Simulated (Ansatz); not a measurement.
# A ladder of methods for [BPH5]− (SMILES [BH3-]P)

The species is [BPH5]− (7 atoms), meant as a singlet with charge -1. As SMILES, `[BH3-]P`. The coordinates come from a GFN2-xTB relaxation.

```tsv
atom	x (Å)	y (Å)	z (Å)
B	-0.5061	-0.5199	-0.3638
P	0.6975	0.3002	0.9953
H	-1.5844	-0.6442	0.1744
H	-0.0274	-1.6012	-0.6273
H	-0.5575	0.2056	-1.3303
H	0.2191	1.5995	0.9711
H	1.7588	0.6600	0.1807
```

Quantity: the energy change with the P2–H6 bond stretched from 1.385 to 2.077 Å, in eV. The values are calculated.

```csv
level,kind,program,value (eV),less FCI/STO-3G,CPU time (all runs)
SVWN5/STO-3G (restricted),LDA,Ansatz,2.33,+0.04,1.3 s
revPBE/STO-3G (restricted),GGA,Ansatz,2.13,-0.16,2 s
BHLYP/STO-3G (restricted),global hybrid,Ansatz,2.82,+0.53,2 s
wB97M-V/STO-3G (restricted),range-separated hybrid,Ansatz,2.65,+0.36,32 s
B2PLYP/STO-3G (restricted),double hybrid,Ansatz,2.56,+0.27,2.8 s
BCCD(T)/STO-3G (restricted),coupled cluster or CI,Ansatz,2.29,0.00,0.27 s
CCSD(T)/STO-3G (restricted),coupled cluster or CI,Ansatz,2.29,0.00,0.24 s
CCSDT(Q)/STO-3G (restricted),coupled cluster or CI,Ansatz,2.29,0.00,0.5 s
FCI/STO-3G,exact in the basis,Ansatz,2.29,0.00,20 s
```

FCI/STO-3G is exact within its basis and frozen core, so for wave-function methods in that basis the difference is their error; functionals converge differently with the basis, so for them it is only a difference. Sets without diffuse functions describe the anion poorly. The first shape isn't each level's own minimum. The values span 2.13 to 2.82 eV. All rows use very small basis sets, so none should be taken for the real molecule's value. In so small a basis fixed costs decide the times, and correlated methods can beat functionals. Times are those of the runs behind each value, whatever else they computed, on shared processors of several kinds: orders of magnitude only.

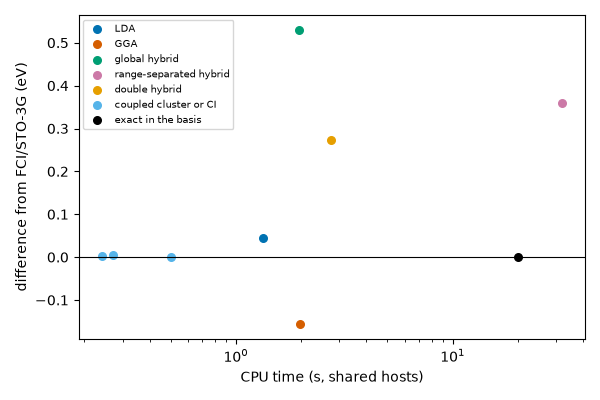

Difference from FCI/STO-3G against processor time, one point a level.
